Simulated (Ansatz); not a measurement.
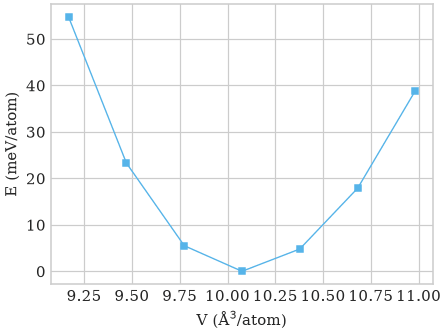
HfBN in space group P6_3/mmc (No. 194; Hf on 2a, B on 2c, N on 2d) under volume change, the program Ansatz at the PBE level (PAW), shape and atoms relaxed at each volume.

**Question.** What does a third-order Birch–Murnaghan fit give for V₀, B₀ and B′?

**Answer.** V₀ = 10.09 Å³/atom, B₀ = 180 GPa, B′ = 3.8.

The start of the workflow was typed in or built on a structure type; neither database checked (COD, Materials Project) lists it. Whether it is the stable phase at ambient conditions was not checked. The cell was relaxed with PBE under the symmetry of its start; whether a distortion lowers the energy is not shown. No spin polarisation was allowed. The volume moved by 23 % from the start of the relaxation. Its formation energy is positive at this level, so the cell may be metastable or incomplete. Scalar-relativistic: spin–orbit coupling is off unless named, which matters more the heavier the elements.

Potentials: the earlier of the program's two PAW sets.
